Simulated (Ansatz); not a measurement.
Pressure series in BP

The parent structure is BP in the zinc blende structure (space group F-43m, No. 216; a = 4.4905 Å).

Cell and atoms are relaxed at each pressure.

Computed with LDA/PAW in Ansatz (a program for electronic structure), no spin-orbit coupling.

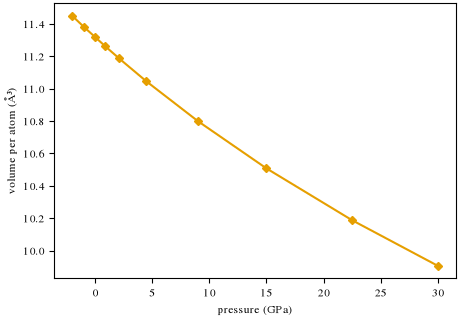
Figure: Volume per atom against pressure

### Question
From the plot, what is the volume per atom for pressure 9 GPa?

### Answer
About 10.8 Å³.

### Question
Is the trend monotonic over the range shown?

### Answer
Yes, it falls throughout, spanning 9.91 Å³ to 11.45 Å³.

Load acts through the strain it causes; cell and atoms are relaxed under it. Stability against distortions was not tested. No other phases were tried under pressure.
